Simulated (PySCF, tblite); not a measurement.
# C6H5F3O: a rotation path, then NMR shifts on frames, part 2 of 2

tblite 0.8.0 and PySCF 2.14.0. Atoms count from 0. Earlier steps stand in the parts before.

## Step 5: Shielding tensors: image 5, PBE0/pcSseg-1

The job: settings as JSON, then the geometry in Å.

```
{"job": {"kind": "nmr", "xc": "PBE0", "basis": "pcSseg-1", "pop": false}, "charge": 0, "multiplicity": 1}
F     -1.949800    -1.405800     0.944700
C     -2.045300    -0.491900    -0.032800
F     -1.869000    -1.149100    -1.188300
F     -3.321600    -0.071500    -0.027700
C     -1.079400     0.662900     0.127600
C      0.346300     0.213600     0.055700
C      1.475100     1.053900    -0.150000
C      2.556300     0.229900    -0.146000
O      2.179800    -1.042600     0.040700
C      0.846100    -1.051700     0.162600
H     -1.291200     1.150200     1.084100
H     -1.293700     1.372500    -0.675600
H      1.465200     2.115500    -0.284100
H      3.604800     0.420800    -0.257800
H      0.372000    -1.998600     0.324900
```

With the program's defaults for keys left out, this is: GIAO PBE0/pcSseg-1 NMR shielding, non-relativistic, gas phase.

The program printed:

```text
coarse grid: 13960 points
cycle   1  E = -605.4647724148  dE =  1.985e+00  |g| = 9.330e-01  |ddm| = 3.684e+00
cycle   2  E = -605.3317329593  dE =  1.330e-01  |g| = 1.353e+00  |ddm| = 1.256e+00
cycle   3  E = -605.6146341251  dE = -2.829e-01  |g| = 7.915e-02  |ddm| = 7.388e-01
cycle   4  E = -605.6152740332  dE = -6.399e-04  |g| = 5.680e-02  |ddm| = 1.029e-01
cycle   5  E = -605.6159261719  dE = -6.521e-04  |g| = 1.918e-02  |ddm| = 6.117e-02
cycle   6  E = -605.6160053006  dE = -7.913e-05  |g| = 3.874e-03  |ddm| = 1.882e-02
cycle   7  E = -605.6160083098  dE = -3.009e-06  |g| = 8.100e-04  |ddm| = 3.389e-03
final grid: 140128 points
cycle   8  E = -605.7038740199  dE = -4.960e-05  |g| = 1.164e-02  |ddm| = 3.792e-02
cycle   9  E = -605.7038348426  dE =  3.918e-05  |g| = 1.877e-02  |ddm| = 2.114e-02
cycle  10  E = -605.7038987888  dE = -6.395e-05  |g| = 2.337e-03  |ddm| = 1.404e-02
cycle  11  E = -605.7039000419  dE = -1.253e-06  |g| = 4.074e-04  |ddm| = 2.271e-03
cycle  12  E = -605.7039000693  dE = -2.738e-08  |g| = 1.775e-04  |ddm| = 4.489e-04
cycle  13  E = -605.7039000762  dE = -6.904e-09  |g| = 2.791e-05  |ddm| = 1.719e-04
cycle  14  E = -605.7039000763  dE = -1.321e-10  |g| = 1.367e-05  |ddm| = 3.244e-05
converged SCF energy = -605.7039000763

GIAO shielding tensors (ppm)
atom      isotropic    diamagn.    paramagn.     s11        s22        s33       span
  0 F      253.287     475.743    -222.456    162.743    259.034    338.084    175.341
  1 C       50.976     243.042    -192.066     46.867     50.477     55.583      8.715
  2 F      253.937     475.712    -221.775    165.874    256.847    339.089    173.215
  3 F      249.407     469.223    -219.816    161.306    243.580    343.334    182.028
  4 C      151.044     245.530     -94.486    138.317    145.487    169.328     31.010
  5 C       65.222     261.155    -195.932    -16.732     58.590    153.810    170.542
  6 C       69.430     249.877    -180.447    -17.725     70.216    155.799    173.524
  7 C       39.071     253.892    -214.821    -38.111     46.641    108.684    146.796
  8 O       34.062     397.625    -363.562   -114.153    -47.179    263.519    377.672
  9 C       40.872     253.505    -212.633    -31.568     46.263    107.922    139.489
 10 H       28.194      28.186       0.008     23.716     27.756     33.110      9.394
 11 H       28.361      28.934      -0.573     23.054     28.872     33.157     10.103
 12 H       25.176      31.849      -6.673     23.058     25.139     27.331      4.273
 13 H       24.182      29.402      -5.219     21.235     25.095     26.216      4.981
 14 H       23.954      32.550      -8.596     19.473     23.517     28.873      9.400
```

It took 22 s on 1 thread of Arm Neoverse V2, shared host; peak memory 0.86 GiB.

Key values: δ C7 147.9, C9 146.1, C1 135.9, C5 121.7, H14 7.76, H13 7.53 ppm.

## Step 6: NMR shieldings: image 6, PBE0/pcSseg-1

The job: settings as JSON, then the geometry in Å.

```
{"job": {"kind": "nmr", "xc": "PBE0", "basis": "pcSseg-1", "pop": false}, "charge": 0, "multiplicity": 1}
F     -1.887000    -1.279000     1.135600
C     -2.043900    -0.498400     0.056400
F     -1.921800    -1.297800    -1.014200
F     -3.322600    -0.086200     0.071300
C     -1.082000     0.669800     0.024600
C      0.343900     0.216600    -0.006800
C      1.485900     1.063400    -0.046800
C      2.562000     0.233200    -0.072200
O      2.170700    -1.048300    -0.053500
C      0.832000    -1.057600    -0.014100
H     -1.273600     1.288400     0.906000
H     -1.318200     1.258300    -0.866500
H      1.487400     2.133500    -0.056800
H      3.616000     0.424600    -0.098600
H      0.346700    -2.012300     0.013700
```

Level: GIAO PBE0/pcSseg-1 NMR shielding, non-relativistic, gas phase.

The program printed:

```text
coarse grid: 13960 points
cycle   1  E = -605.4639733897  dE =  1.987e+00  |g| = 9.336e-01  |ddm| = 3.686e+00
cycle   2  E = -605.3308259212  dE =  1.331e-01  |g| = 1.353e+00  |ddm| = 1.254e+00
cycle   3  E = -605.6139997947  dE = -2.832e-01  |g| = 7.914e-02  |ddm| = 7.383e-01
cycle   4  E = -605.6146426603  dE = -6.429e-04  |g| = 5.664e-02  |ddm| = 1.025e-01
cycle   5  E = -605.6152902574  dE = -6.476e-04  |g| = 1.924e-02  |ddm| = 6.110e-02
cycle   6  E = -605.6153699698  dE = -7.971e-05  |g| = 3.869e-03  |ddm| = 1.889e-02
cycle   7  E = -605.6153729815  dE = -3.012e-06  |g| = 7.982e-04  |ddm| = 3.389e-03
final grid: 140128 points
cycle   8  E = -605.7037276411  dE = -5.168e-05  |g| = 1.148e-02  |ddm| = 3.972e-02
cycle   9  E = -605.7036906433  dE =  3.700e-05  |g| = 1.837e-02  |ddm| = 2.076e-02
cycle  10  E = -605.7037517020  dE = -6.106e-05  |g| = 2.331e-03  |ddm| = 1.374e-02
cycle  11  E = -605.7037529470  dE = -1.245e-06  |g| = 4.094e-04  |ddm| = 2.276e-03
cycle  12  E = -605.7037529750  dE = -2.798e-08  |g| = 1.778e-04  |ddm| = 4.529e-04
cycle  13  E = -605.7037529820  dE = -7.021e-09  |g| = 2.657e-05  |ddm| = 1.696e-04
cycle  14  E = -605.7037529821  dE = -1.103e-10  |g| = 1.330e-05  |ddm| = 3.138e-05
converged SCF energy = -605.7037529821

GIAO shielding tensors (ppm)
atom      isotropic    diamagn.    paramagn.     s11        s22        s33       span
  0 F      253.857     475.732    -221.875    163.526    259.864    338.180    174.654
  1 C       50.979     243.041    -192.062     47.033     50.383     55.523      8.490
  2 F      252.865     475.832    -222.968    162.197    258.457    337.939    175.742
  3 F      249.484     469.216    -219.732    161.817    243.203    343.433    181.616
  4 C      151.039     245.553     -94.514    138.624    145.142    169.351     30.727
  5 C       65.401     261.082    -195.681    -16.134     58.832    153.504    169.638
  6 C       69.772     249.837    -180.065    -17.377     69.954    156.739    174.116
  7 C       38.970     253.900    -214.929    -38.321     46.806    108.426    146.748
  8 O       35.052     397.575    -362.523   -112.716    -45.972    263.845    376.561
  9 C       40.760     253.574    -212.813    -31.007     45.913    107.375    138.381
 10 H       28.262      28.488      -0.226     23.297     28.340     33.150      9.853
 11 H       28.277      28.549      -0.272     23.326     28.381     33.125      9.799
 12 H       25.170      31.835      -6.665     23.025     25.150     27.336      4.312
 13 H       24.179      29.392      -5.213     21.222     25.103     26.213      4.990
 14 H       24.000      32.602      -8.602     19.613     23.418     28.970      9.357
```

Run time: 22 s. Hardware: 1 thread of Arm Neoverse V2, shared host; peak memory 0.96 GiB.

This run: δ C7 148.0, C9 146.2, C1 135.9, C5 121.5, H14 7.72, H13 7.54 ppm.

## Step 7: NMR shieldings: image 8, PBE0/pcSseg-1

The job: settings as JSON, then the geometry in Å.

```
{"job": {"kind": "nmr", "xc": "PBE0", "basis": "pcSseg-1", "pop": false}, "charge": 0, "multiplicity": 1}
F     -1.741900    -1.008200     1.412100
C     -2.042000    -0.467100     0.223800
F     -2.077700    -1.478000    -0.658300
F     -3.303500    -0.013000     0.321000
C     -1.085400     0.636400    -0.180600
C      0.343900     0.196300    -0.128300
C      1.458800     1.033900     0.147600
C      2.553100     0.231100     0.079400
O      2.197500    -1.027500    -0.213000
C      0.864200    -1.048100    -0.339800
H     -1.243800     1.475800     0.499800
H     -1.363100     0.951800    -1.191100
H      1.434200     2.081900     0.362700
H      3.596800     0.429900     0.218000
H      0.404800    -1.987100    -0.575300
```

Level: GIAO PBE0/pcSseg-1 NMR shielding, non-relativistic, gas phase.

The program printed:

```text
coarse grid: 13960 points
cycle   1  E = -605.4650203728  dE =  1.981e+00  |g| = 9.328e-01  |ddm| = 3.682e+00
cycle   2  E = -605.3314989166  dE =  1.335e-01  |g| = 1.353e+00  |ddm| = 1.265e+00
cycle   3  E = -605.6148548675  dE = -2.834e-01  |g| = 7.950e-02  |ddm| = 7.418e-01
cycle   4  E = -605.6154821196  dE = -6.273e-04  |g| = 5.782e-02  |ddm| = 1.044e-01
cycle   5  E = -605.6161636353  dE = -6.815e-04  |g| = 1.903e-02  |ddm| = 6.190e-02
cycle   6  E = -605.6162413403  dE = -7.770e-05  |g| = 3.872e-03  |ddm| = 1.860e-02
cycle   7  E = -605.6162443174  dE = -2.977e-06  |g| = 8.274e-04  |ddm| = 3.375e-03
final grid: 140128 points
cycle   8  E = -605.7040906696  dE = -4.693e-05  |g| = 1.158e-02  |ddm| = 3.636e-02
cycle   9  E = -605.7040509504  dE =  3.972e-05  |g| = 1.878e-02  |ddm| = 2.096e-02
cycle  10  E = -605.7041152262  dE = -6.428e-05  |g| = 2.323e-03  |ddm| = 1.400e-02
cycle  11  E = -605.7041164657  dE = -1.240e-06  |g| = 3.951e-04  |ddm| = 2.247e-03
cycle  12  E = -605.7041164911  dE = -2.537e-08  |g| = 1.729e-04  |ddm| = 4.381e-04
cycle  13  E = -605.7041164976  dE = -6.535e-09  |g| = 2.792e-05  |ddm| = 1.677e-04
cycle  14  E = -605.7041164978  dE = -1.298e-10  |g| = 1.369e-05  |ddm| = 3.342e-05
converged SCF energy = -605.7041164978

GIAO shielding tensors (ppm)
atom      isotropic    diamagn.    paramagn.     s11        s22        s33       span
  0 F      254.973     475.754    -220.780    170.579    257.379    336.962    166.384
  1 C       51.048     242.982    -191.934     47.207     50.405     55.531      8.323
  2 F      252.950     475.423    -222.473    163.796    253.447    341.608    177.811
  3 F      249.268     469.233    -219.965    160.944    243.894    342.968    182.024
  4 C      150.943     245.536     -94.592    137.155    146.146    169.529     32.374
  5 C       64.935     261.157    -196.221    -17.495     57.844    154.457    171.952
  6 C       68.553     250.018    -181.465    -18.813     71.145    153.326    172.139
  7 C       39.413     253.949    -214.536    -37.669     46.578    109.331    147.000
  8 O       31.750     397.622    -365.872   -117.377    -49.592    262.220    379.598
  9 C       41.040     253.375    -212.335    -32.904     46.984    109.040    141.944
 10 H       28.431      29.278      -0.847     22.853     29.225     33.214     10.361
 11 H       28.140      28.096       0.044     24.245     27.225     32.950      8.704
 12 H       25.184      31.891      -6.707     23.122     25.102     27.329      4.207
 13 H       24.190      29.435      -5.245     21.266     25.068     26.238      4.972
 14 H       23.934      32.425      -8.491     19.553     23.713     28.535      8.982
```

It took 22 s on 1 thread of Arm Neoverse V2, shared host; peak memory 0.86 GiB.

In short: δ C7 147.5, C9 145.9, C1 135.9, C5 122.0, H14 7.78, H13 7.53 ppm.

## Step 8: Run by run: NMR shifts

Shifts (ppm) of some atoms, chosen among heavy atoms and hydrogens apart, with basis size and wall time:

```tsv
frame	C6	H10	H11	F3	F0	F2	O8	functions	time
image 0	120.2	3.29	3.23	-80.8	-85.5	-86.5	304.6	195	28 s
image 2	119.8	3.49	3.17	-80.8	-87.7	-84.0	307.4	195	22 s
image 5	117.5	3.52	3.36	-78.5	-82.3	-83.0	302.0	195	22 s
image 6	117.2	3.45	3.44	-78.5	-82.9	-81.9	301.0	195	22 s
image 8	118.4	3.29	3.58	-78.3	-84.0	-82.0	304.3	195	22 s
```

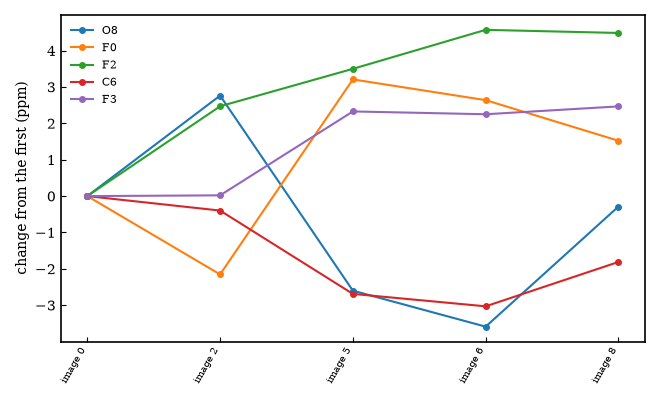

How five of the tabulated atoms move from run to run.

## Step 9: Outcome

What follows sums up all 2 parts.

| quantity | value |
| --- | --- |
| barrier | 0.024 eV (0.5 kcal/mol) at image 5 |
| end to end (GFN2-xTB) | 0.020 eV |
| 13C shifts against TMS (PBE0/pcSseg-1, image 0) | 148.0, 147.6, 134.6, 122.5, 120.2, 35.3 ppm |
| 1H shifts against TMS (PBE0/pcSseg-1, image 0) | 7.60, 7.55, 6.74, 3.29, 3.23 ppm |
| 19F shifts against CFCl3 (PBE0/pcSseg-1, image 0) | -80.8, -85.5, -86.5 ppm |
| 17O shifts against H2O (PBE0/pcSseg-1, image 0) | 304.6 ppm |
| surface potential, 1st and 99th percentile | -0.73 V and 1.27 V |
| range of the shift of O8 | 301.0 to 307.4 ppm |

Along the band the dihedral turns by 123°, and the top (dihedral 164°) lies 0.5 kcal/mol above the start (GFN2-xTB, rough), so at room temperature this motion is fast. Ends this close can change order at a higher level. The top was not checked by a frequency run. Shifts at one fixed geometry are not the observed spectrum, which averages over the motion. In the first frame run (image 0): Shielding is most anisotropic at O8 (span 378 ppm, paramagnetic term -366 ppm). NICS(1)zz of -27 ppm above the planar ring from C5 marks a diatropic (aromatic) ring current. In ppm, O8 moves most: its shift spreads over 6.4 ppm, from 301.0 (image 6) to 307.4 (image 2).
